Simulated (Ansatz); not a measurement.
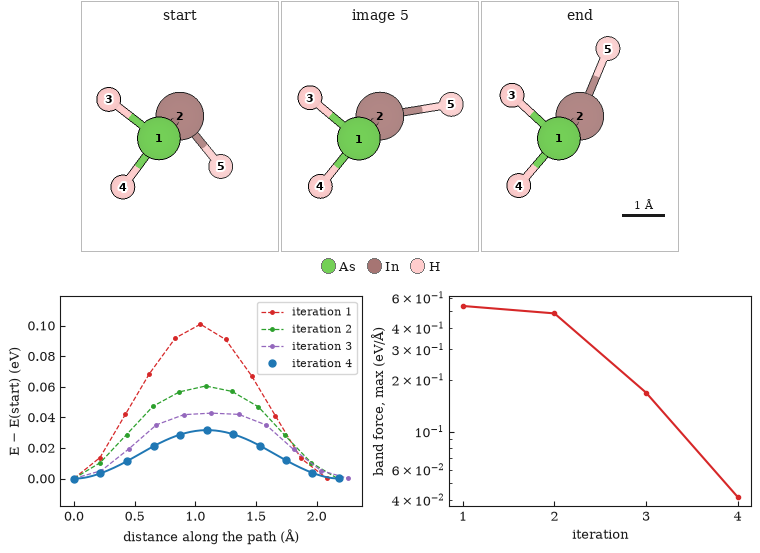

A nudged-elastic-band calculation for InAsH$_{3}$ (multiplicity 2). Images are numbered from 0 (start) to 10 (end). The plot follows the band through its iterations. The picture is a ball-and-stick view, seen from a free direction.

All numbers below come from UKS PBE/def2-SVPD (Ansatz). Run with 9 movable images; climbing image; force threshold 0.05 eV/Å; iteration limit 60; starting path by image-dependent pair potential.

Question: How did the profile develop, and is the result final?

Answer: The result is final at these settings. The band converged in 4 iterations. The largest component of the band force went from 0.54 to 0.042 eV/Å. The climbing image converged on the top of the path. Its vibrational analysis gives one imaginary mode (123i cm⁻¹), as a transition state must have. The first iteration put the highest image at 0.101 eV. The two ends have the same energy, and the highest point, image 5, lies 0.032 eV above the start.

Cost: 76 s on 2 threads of Intel(R) Xeon(R) Platinum 8488C (Sapphire Rapids), with other jobs on the host, peak memory 0.19 GiB.
